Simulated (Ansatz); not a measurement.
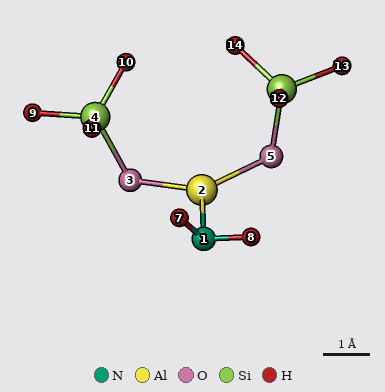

Starting structure of AlSi₂NH₈O₂ (coarse preliminary run). The picture is a ball-and-stick view, seen at a tilt.

The start comes from a force field.

These are results of Ansatz, RKS PBE-D4/def2-SVP, not measurements.

Input
```yaml
crystal:
  periodic: [false, false, false]
  atoms:
    - {symbol: N, position_ang: [-0.634500, -1.334200, -2.048900]}
    - {symbol: Al, position_ang: [-1.092200, -0.277200, -0.495500]}
    - {symbol: O, position_ang: [-1.467900, -1.138600, 1.076100]}
    - {symbol: Si, position_ang: [0.163700, -1.369800, 1.843200]}
    - {symbol: O, position_ang: [-1.210200, 1.549800, -0.618900]}
    - {symbol: Si, position_ang: [0.385500, 2.171400, -0.393400]}
    - {symbol: H, position_ang: [0.243000, -1.783300, -1.867000]}
    - {symbol: H, position_ang: [-0.457500, -0.584400, -2.830800]}
    - {symbol: H, position_ang: [-0.088600, -2.236400, 3.057800]}
    - {symbol: H, position_ang: [0.636100, -0.097500, 2.340600]}
    - {symbol: H, position_ang: [1.026200, -2.037100, 0.950500]}
    - {symbol: H, position_ang: [1.336600, 1.515200, -1.313600]}
    - {symbol: H, position_ang: [0.343000, 3.626200, -0.683400]}
    - {symbol: H, position_ang: [0.804000, 1.966700, 1.012100]}
basis:
  gaussian: {orbitals: def2-SVP}
hamiltonian: {xc: pbe, dispersion: d4}
relax: {f_tol: 0.03, max_steps: 200}
```

Command:
```bash
ansatz run in.yaml --threads 4 --pin off --events-out ev --progress --plain --max-ram 11315MiB
```

### Where does the relaxation end?

The energy falls by 39.6 kcal/mol in 16 accepted moves (18 points after the start). Largest force component: 4.3 eV/Å at the start, 0.0014 eV/Å at the end. The line search rejected the trial steps at points 11, 14 of the run. The forces were under the threshold at step 13, but the run went on from there. The atom that moves furthest after the best rigid fit is H7 (1.66 Å). Largest moves by element: H 1.66 Å, O 1.40 Å, Al 0.81 Å, Si 0.52 Å, N 0.44 Å. Near-neighbour distances that change, for instance: N1–Al2 1.934 → 1.766 Å, O3–Si4 1.818 → 1.659 Å, Al2–O3 1.831 → 1.709 Å, Si4–H11 1.409 → 1.506 Å. Among the angles between lasting bonds that change: Al2–O3–Si4 103.8° → 159.0°, Al2–O5–Si6 106.9° → 158.9°, Al2–N1–H8 103.7° → 124.5°. Groups turn about Al2–O5 by about 95°, Al2–O3 by about 95°, O3–Si4 by about 60°. The run took 37 s on 4 threads of Arm Neoverse V1 (shared host).

The structure at the end:

```xyz
14

N    -1.0199   -1.3073   -2.2693
Al   -0.3853   -0.4865   -0.8401
O    -0.1694   -1.3643    0.6099
Si    0.2403   -1.6713    2.1884
O     0.0041    1.1749   -0.9298
Si    0.5403    2.6677   -0.4423
H    -1.2785   -2.2940   -2.3059
H    -1.1793   -0.8578   -3.1718
H    -0.9285   -2.2825    2.9150
H     0.6377   -0.4050    2.9049
H     1.3976   -2.6336    2.2467
H     1.8560    2.9895   -1.1015
H    -0.4603    3.7246   -0.8284
H     0.7324    2.7163    1.0529
```

After the run, drawn alike:

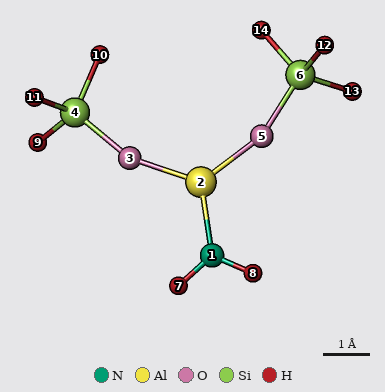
